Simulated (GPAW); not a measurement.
# Optical response of KMgF3, part 2 of 2

Wanted: where KMgF3 starts to absorb, how strongly, and its refractive index.

GPAW 26.7.0; DFT, PBE, plane-wave PAW (GPAW data sets), scalar-relativistic, RPA, optical limit.

So far. Step 2 (Ground state): There is a gap, 7.32 eV on this mesh (points off the mesh can give less), so no carriers' term is needed.

**4. Dielectric function, RPA**

Transitions between filled and empty bands, summed over the zone, give the optical response, so mesh, band count and broadening shape it.

The induced potential is part of this response.

This step: DFT, PBE, plane-wave PAW (GPAW data sets), scalar-relativistic, RPA, optical limit (GPAW 26.7.0).

The input, df.py:

```python
from gpaw.response.df import DielectricFunction

df = DielectricFunction('full.gpw', frequencies={'type': 'nonlinear', 'domega0': 0.03, 'omega2': 8},
                        ecut=60,
                        eta=0.15,
                        nbands=43,
                        txt='df.txt')
for direction in ['x']:
    df.get_dielectric_function(xc='RPA', direction=direction, filename=f'df_{direction}.csv')
```

Command:

```bash
$ OMP_NUM_THREADS=1 python df.py
```

Log:

```text
Using integrator: PointIntegrator
NonLinearFrequencyDescriptor(from 0.000 to 101.651 eV, 542 points)
Nonperiodic BCs:  [False False False]
Using integrator: PointIntegrator
NonLinearFrequencyDescriptor(from 0.000 to 101.651 eV, 542 points)
Nonperiodic BCs:  [False False False]

Calculating chi0 body with:
    Ground state adapter containing:
    Number of spins: 1
    Number of kpoints: 512
    Number of irreducible kpoints: 35
    Number of completely occupied states: 20
    Number of partially occupied states: 20

    Linear response parametrization:
    q_c: [0.0, 0.0, 0.0]
    Number of frequency points: 542
    Planewave cutoff: 60.0
    Number of bands: 43
    Number of planewaves: 81
    Broadening (eta): 0.15

Integrating chi0 body.

Symmetries of q_c:
    Direct symmetries (Uq -> q): 48
    Indirect symmetries (TUq -> q): 0
In total 48 allowed symmetries.

35 groups of equivalent kpoints. 93.1640625% reduction.

Integral kind: spectral function

Calculating chi0 optical extensions with:
    Ground state adapter containing:
    Number of spins: 1
    Number of kpoints: 512
    Number of irreducible kpoints: 35
    Number of completely occupied states: 20
    Number of partially occupied states: 20

    Linear response parametrization:
    Number of frequency points: 542
    Planewave cutoff: 60.0
    Number of bands: 43
    Number of planewaves: 81
    Broadening (eta): 0.15
Integrating chi0 head and wings.

Symmetries of q_c:
    Direct symmetries (Uq -> q): 48
    Indirect symmetries (TUq -> q): 0
In total 48 allowed symmetries.

35 groups of equivalent kpoints. 93.1640625% reduction.

Integral kind: spectral function wings
```

The job ended after 13 s (1 thread of Arm Neoverse V1, shared host; peak memory 0.4 GiB).

Read-outs, printed or worked out from the files:

| Property | Result |
| --- | --- |
| electronic dielectric constant ε∞, mean over x, y and z (by symmetry where fewer were run) | 1.948 |
| main peak of Im epsilon, first axis | 11.50 eV |

Some rows of df_x.csv (energy; Re and Im without local fields; Re and Im with them):

```text
0.000000, 2.059822, -0.000000, 1.948526, -0.000000
0.555532, 2.061410, 0.000860, 1.949973, 0.000784
1.143969, 2.066607, 0.001797, 1.954708, 0.001638
1.768324, 2.076252, 0.002854, 1.963503, 0.002604
2.431988, 2.091556, 0.004095, 1.977479, 0.003743
3.138794, 2.114338, 0.005628, 1.998327, 0.005157
3.893091, 2.147474, 0.007647, 2.028746, 0.007033
4.699832, 2.195894, 0.010549, 2.073395, 0.009754
5.564682, 2.269148, 0.015314, 2.141396, 0.014275
6.494155, 2.390433, 0.025452, 2.255182, 0.024043
7.495775, 2.661369, 0.091378, 2.514668, 0.089273
8.578281, 2.730567, 0.379410, 2.562787, 0.374667
9.751884, 2.917539, 0.781757, 2.717949, 0.757819
11.028587, 2.856352, 2.052927, 2.698342, 1.900083
12.422601, 1.624115, 1.184241, 1.399196, 1.172186
13.950874, 1.549052, 0.639978, 1.292846, 0.596126
15.633783, 2.196294, 0.865043, 1.756809, 0.837611
17.496047, 2.303871, 1.516587, 1.869852, 1.093002
19.567954, 2.111498, 2.344265, 1.110467, 1.623171
```

The Im ε, E ∥ x has structure finer than the step of the table below, so its rows give means over 1 eV, whole bins alone (the curve runs from 0 to 21.9 eV). Peaks (eV: height): 11.5: 2.27, 16.3: 1.13, 19.2: 1.71.

Values under the direct gap are tails of Lorentzian lines. Im ε, E ∥ x against photon energy; means over each step:

```
photon energy (eV)  Im ε, E ∥ x
                 1      0.00143
                 2      0.00300
                 3      0.00488
                 4      0.00739
                 5       0.0112
                 6       0.0182
                 7       0.0423
                 8        0.303
                 9        0.554
                10        0.830
                11         1.82
                12         1.62
                13         1.20
                14        0.699
                15        0.802
                16        0.968
                17        0.923
                18         1.30
                19         1.60
                20         1.49
                21         1.19
```

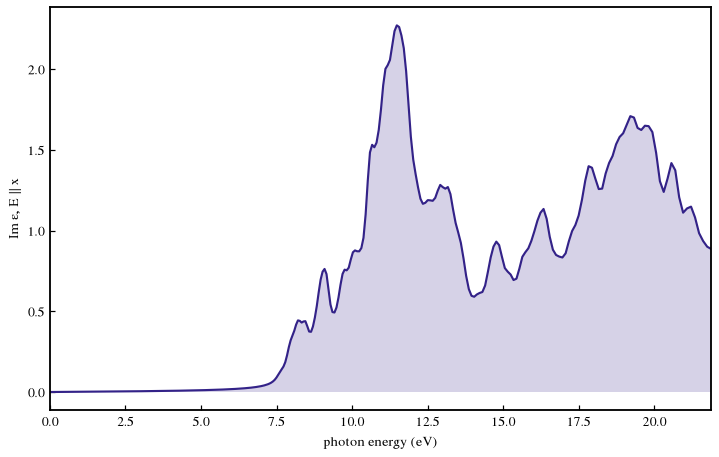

Im ε, E ∥ x against photon energy.

The Re ε, E ∥ x by photon energy:

```
photon energy (eV)  Re ε, E ∥ x
                 0         1.95
                 2         1.97
                 4         2.03
                 6         2.19
                 8         2.65
                10         2.77
                12         1.12
                14         1.34
                16         1.77
                18         1.58
                20        0.768
```

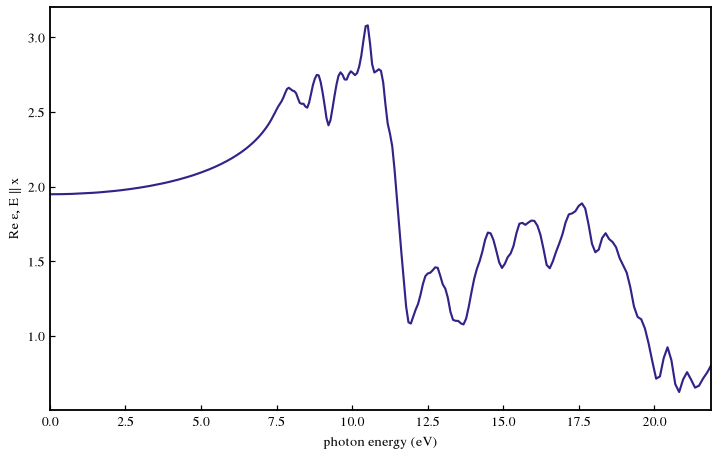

Re ε, E ∥ x, plotted against photon energy.

The reflectivity at normal incidence, E ∥ x has structure finer than the step of the table below, so its rows give means over 1 eV, whole bins alone (the curve runs from 0 to 21.9 eV). Peaks (eV: height): 8.9: 6.71, 11.6: 11.9, 16.3: 5.17, 19.9: 10.1, 20.7: 9.29.

The reflectivity at normal incidence, E ∥ x by photon energy; means over each step:

```
photon energy (eV)  reflectivity at normal incidence, E ∥ x (%)
                 1                                         2.75
                 2                                         2.81
                 3                                         2.92
                 4                                         3.09
                 5                                         3.34
                 6                                         3.75
                 7                                         4.49
                 8                                         5.66
                 9                                         6.05
                10                                         7.40
                11                                         10.5
                12                                         8.42
                13                                         5.61
                14                                         2.75
                15                                         3.43
                16                                         4.50
                17                                         4.24
                18                                         6.31
                19                                         8.21
                20                                         8.88
                21                                         7.66
```

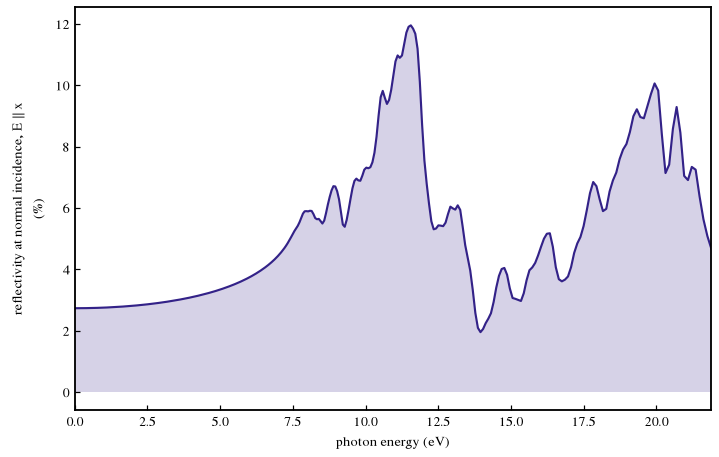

Reflectivity at normal incidence, E ∥ x, plotted against photon energy.

The loss function −Im 1/ε at q → 0, E ∥ x has structure finer than the step of the table below, so its rows give means over 2 eV, whole bins alone (the curve runs from 0 to 21.9 eV). Peaks (eV: height): 11.9: 0.431, 13.6: 0.456, 14.9: 0.298, 16.4: 0.323, 21.5: 0.697.

Values under the direct gap are tails of Lorentzian lines. Table of loss function −Im 1/ε at q → 0, E ∥ x by energy loss; means over each step:

```
energy loss (eV)  loss function −Im 1/ε at q → 0, E ∥ x
               2                                 7.8e-4
               4                                0.00181
               6                                0.00397
               8                                 0.0410
              10                                  0.108
              12                                  0.326
              14                                  0.329
              16                                  0.256
              18                                  0.279
              20                                  0.493
```

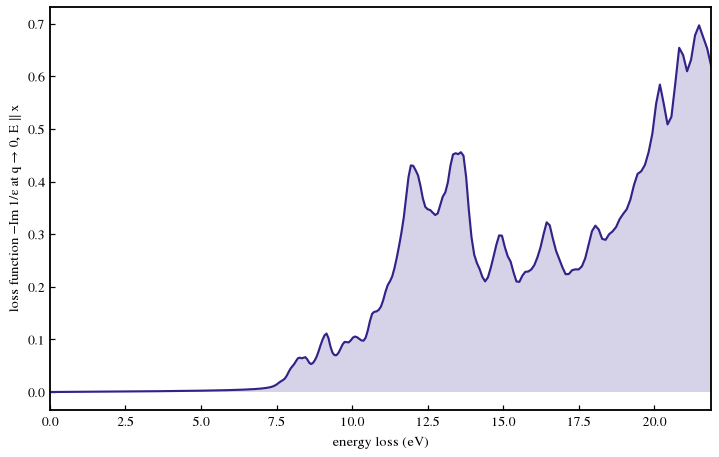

Loss function −Im 1/ε at q → 0, E ∥ x, plotted against energy loss.

The refractive index n and extinction k by photon energy:

```
photon energy (eV)     n        k
                 0  1.40        0
                 1  1.40   5.1e-4
                 2  1.40  0.00106
                 3  1.41  0.00172
                 4  1.43  0.00257
                 5  1.45  0.00382
                 6  1.48  0.00602
                 7  1.53   0.0120
                 8  1.63    0.103
                 9  1.64    0.221
                10  1.68    0.252
                11  1.74    0.531
                12  1.22    0.607
                13  1.26    0.502
                14  1.19    0.250
                15  1.25    0.322
                16  1.38    0.355
                17  1.34    0.314
                18  1.35    0.499
                19  1.35    0.599
                20  1.12    0.691
                21  1.01    0.552
```

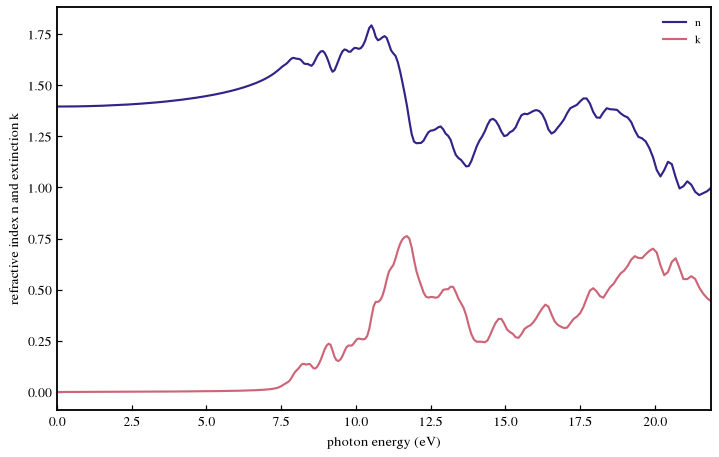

Refractive index n and extinction k, plotted against photon energy.

At chosen wavelengths:

```
wavelength (nm)     n      k  R (%)     1/α
           1550  1.40  0.000    2.7  304 µm
            800  1.40  0.001    2.8   79 µm
            633  1.40  0.001    2.8   48 µm
            532  1.41  0.001    2.8   33 µm
            450  1.41  0.002    2.9   23 µm
            308  1.43  0.003    3.1  9.4 µm
            248  1.45  0.004    3.3  5.2 µm
```

Below the direct gap, k and the depth come from the tails of the Lorentzian lines, not from transitions.

**5. Summary of results**

```yaml
electronic_dielectric_constant_eps_infinity_mean_over_x_y_and_z_by_symmetry_where_fewer_were_run_rpa: 1.95
main_peak_of_im_epsilon_first_axis: 11.5 eV
```

At this level (PBE, RPA) KMgF3 has ε∞ = 1.95 and n = 1.40 at 1550 nm, and Im ε peaks at 11.5 eV. On the mesh the gap is 7.32 eV and the least direct gap 7.64 eV, so on this mesh the band edges lie at different points. Local fields change the static value along x from 2.06 to 1.95 (-5 %). Distinct maxima of Im ε, read by a parabola through the highest points, lie at 11.50 eV (2.3), 17.87 eV (1.4), 19.25 eV (1.7) and 20.59 eV (1.4). Excitons and phonon-assisted transitions are missing; PBE gaps are as a rule too small, which pulls the onset down and ε∞ up. The sum runs over mesh points, so small or evenly spaced maxima can still be ripples of the mesh. In this version of GPAW the matrix elements of the optical limit are incomplete, which can lower ε − 1 by up to a tenth where first-row anions or d states rule, and shift it by more in d metals.

[Machine, clock and banner lines and Python warnings are left out of the logs.]

[Logs are printed without paths, hosts, clocks, repeated set-up lines and the standing remarks that a program may print on its own settings, such as how far it seeks lower states.]

[Hosts, paths, dates, database ids (printed as entryN), source tags and the programs' standing remarks are cut or masked in the printed files.]
